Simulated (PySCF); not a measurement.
**C8H6BF3Se (SMILES CC#CB1C=CC=C(C(F)(F)F)[Se]1): levels of theory compared**

Aim: a comparison of 3 runs (HF/3-21G, B3LYP/6-31G*, PBE/6-31G**) of C8H6BF3Se. Input form: a Python script.

The calculation is run with PySCF 2.14.0.

1 further run of the same task is left out (set aside as unsound or not needed).

**1. Starting point**

The species is C8H6BF3Se (19 atoms), meant as a singlet with charge 0. As SMILES, `CC#CB1C=CC=C(C(F)(F)F)[Se]1`. Geometry: a GFN2-xTB relaxation, a rough one for these elements and not checked as a minimum.

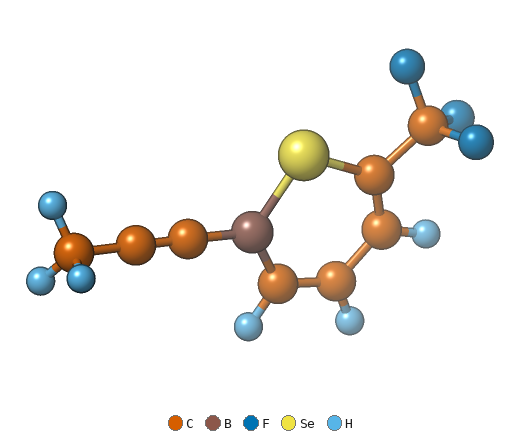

Viewed from a chosen angle; carbon orange, boron brown, fluorine blue, selenium yellow, hydrogen blue.

**2. Energy and gradient at HF/3-21G (run 1)**

File job.py:

```python
# CC#CB1C=CC=C(C(F)(F)F)[Se]1
from pyscf import gto

mol = gto.Mole()
mol.atom = [
    ('C', (-4.691370, 0.539980, 0.007390)),
    ('C', (-3.265670, 0.318170, -0.005360)),
    ('C', (-2.071410, 0.132400, -0.011400)),
    ('B', (-0.592080, -0.120970, -0.016380)),
    ('C', (-0.009070, -1.527790, -0.007130)),
    ('C', (1.316260, -1.833670, -0.003080)),
    ('C', (2.371230, -0.884390, -0.009600)),
    ('C', (2.215590, 0.463920, -0.031270)),
    ('C', (3.433200, 1.334320, 0.000980)),
    ('F', (4.453100, 0.840000, -0.718430)),
    ('F', (3.908390, 1.497310, 1.251970)),
    ('F', (3.194080, 2.567540, -0.470330)),
    ('Se', (0.600050, 1.392940, -0.033100)),
    ('H', (-4.930800, 1.477850, -0.493630)),
    ('H', (-5.044170, 0.591640, 1.037610)),
    ('H', (-5.204180, -0.277700, -0.499210)),
    ('H', (-0.692390, -2.369090, -0.000920)),
    ('H', (1.626540, -2.871230, 0.006930)),
    ('H', (3.382720, -1.271230, -0.005040)),
]
mol.spin = 0
mol.basis = '3-21g'
mol.verbose = 3
mol.max_memory = 9920
mol.build()

mf = mol.RHF()
mf.conv_tol = 1e-10
mf.kernel()
if not mf.converged:
    mf = mf.newton().run(mf.mo_coeff, mf.mo_occ)

energy = mf.e_tot
print('E(%s) = %.9f' % ('HF', energy))
grad = mf.nuc_grad_method().kernel()
dip = mf.dip_moment()
pop, q = mf.mulliken_pop()
```

Command:

```console
$ OMP_NUM_THREADS=8 python job.py
```

Standard output:

```text
converged SCF energy = -3014.4816731309
[... 9 lines left out ...]
Dipole moment(X, Y, Z, Debye): -3.36065, -2.88590, -0.04430
[... 162 lines left out ...]
charge of   18H =      0.27918
```

Wall time 6.6 s (8 threads of Intel Xeon Platinum 8259CL at 2.50GHz (Skylake/Cascade Lake), shared host); peak memory 0.52 GiB.

**3. Energy and forces at B3LYP/6-31G(d) (spherical functions) (run 2)**

File calc.py:

```python
from pyscf import gto, dft

mol = gto.M(
    atom='''
C   -4.691370   0.539980   0.007390
C   -3.265670   0.318170  -0.005360
C   -2.071410   0.132400  -0.011400
B   -0.592080  -0.120970  -0.016380
C   -0.009070  -1.527790  -0.007130
C    1.316260  -1.833670  -0.003080
C    2.371230  -0.884390  -0.009600
C    2.215590   0.463920  -0.031270
C    3.433200   1.334320   0.000980
F    4.453100   0.840000  -0.718430
F    3.908390   1.497310   1.251970
F    3.194080   2.567540  -0.470330
Se   0.600050   1.392940  -0.033100
H   -4.930800   1.477850  -0.493630
H   -5.044170   0.591640   1.037610
H   -5.204180  -0.277700  -0.499210
H   -0.692390  -2.369090  -0.000920
H    1.626540  -2.871230   0.006930
H    3.382720  -1.271230  -0.005040
''',
    basis='6-31g*',
    spin=0,
    charge=0,
    verbose=3,
    max_memory=9920,
)

mf = dft.RKS(mol, xc='b3lyp')
mf.conv_tol = 1e-10
mf.grids.level = 5
mf.kernel()
if not mf.converged:
    mf = mf.newton().run(mf.mo_coeff, mf.mo_occ)

etot = mf.e_tot
print('E(%s) = %.9f' % ('B3LYP', etot))
grad = mf.nuc_grad_method().kernel()
dip = mf.dip_moment()
pop, q = mf.mulliken_pop()
```

Command:

```console
$ OMP_NUM_THREADS=8 python calc.py
```

Standard output:

```text
converged SCF energy = -3034.095749998
[... 9 lines left out ...]
Dipole moment(X, Y, Z, Debye): -2.45055, -1.93278, -0.04936
[... 232 lines left out ...]
charge of   18H =      0.16331
```

Wall time 1.8 min (8 threads of Intel Xeon Platinum 8259CL at 2.50GHz (Skylake/Cascade Lake), shared host); peak memory 3.7 GiB.

**4. Energy and forces at PBE/6-31G(d,p) (spherical functions) (run 3)**

File mol.xyz:

```xyz
19

C     -4.691370     0.539980     0.007390
C     -3.265670     0.318170    -0.005360
C     -2.071410     0.132400    -0.011400
B     -0.592080    -0.120970    -0.016380
C     -0.009070    -1.527790    -0.007130
C      1.316260    -1.833670    -0.003080
C      2.371230    -0.884390    -0.009600
C      2.215590     0.463920    -0.031270
C      3.433200     1.334320     0.000980
F      4.453100     0.840000    -0.718430
F      3.908390     1.497310     1.251970
F      3.194080     2.567540    -0.470330
Se     0.600050     1.392940    -0.033100
H     -4.930800     1.477850    -0.493630
H     -5.044170     0.591640     1.037610
H     -5.204180    -0.277700    -0.499210
H     -0.692390    -2.369090    -0.000920
H      1.626540    -2.871230     0.006930
H      3.382720    -1.271230    -0.005040
```

File calc.py:

```python
# CC#CB1C=CC=C(C(F)(F)F)[Se]1
from pyscf import gto, dft

molecule = gto.Mole()
molecule.atom = 'mol.xyz'
molecule.verbose = 4
molecule.max_memory = 9920
molecule.basis = '6-31g**'
molecule.spin = 0
molecule.build()

myscf = dft.RKS(molecule, xc='pbe')
myscf.grids.level = 5
myscf.conv_tol = 1e-10
myscf.kernel()
if not myscf.converged:
    myscf = myscf.newton().run(myscf.mo_coeff, myscf.mo_occ)

energy = myscf.e_tot
print(f'total energy: {energy:.8f} hartree')
grad = myscf.nuc_grad_method().kernel()
dip = myscf.dip_moment()
pop, q = myscf.mulliken_pop()
```

Command:

```console
$ OMP_NUM_THREADS=8 python calc.py
```

Standard output:

```text
PySCF version 2.14.0

[... 100 lines left out ...]
converged SCF energy = -3032.99820204862
total energy: -3032.99820205 hartree
[... 12 lines left out ...]
Dipole moment(X, Y, Z, Debye): -2.29416, -1.67326, -0.03893
[... 250 lines left out ...]
charge of   18H =      0.12722
```

It took 1.9 min on 8 threads of Intel Xeon Platinum 8259CL at 2.50GHz (Skylake/Cascade Lake), shared host; peak memory 4.6 GiB.

**5. Overview of the runs**

```csv
run,level,integration grid,energy (Eh),dipole moment (D),HOMO energy (eV),LUMO energy (eV),wall time
1,HF/3-21G,–,-3014.481673,4.43,-8.94,1.05,6.6 s
2,B3LYP/6-31G* (spherical functions),5,-3034.095750,3.12,-6.46,-2.14,1.8 min
3,PBE/6-31G** (spherical functions),5,-3032.998202,2.84,-5.69,-2.73,1.9 min
```

**6. Results**

```
                       quantity           value
            run 3: total energy  -3032.99820 Eh
           run 3: dipole moment          2.84 D
             run 3: HOMO energy        -5.69 eV
             run 3: LUMO energy        -2.73 eV
           run 3: HOMO–LUMO gap         2.96 eV
run 3: largest force on an atom      1.962 eV/Å
```

In words: The dipole moment (its size) runs from 2.84 D (PBE/6-31G**) to 4.43 D (HF/3-21G). The two ends differ in method and basis. The HOMO–LUMO gap runs from 2.96 eV (PBE/6-31G**) to 9.99 eV (HF/3-21G). Totals of different functionals can't be ranked against each other. All runs together took 3.8 min, the longest 1.9 min.
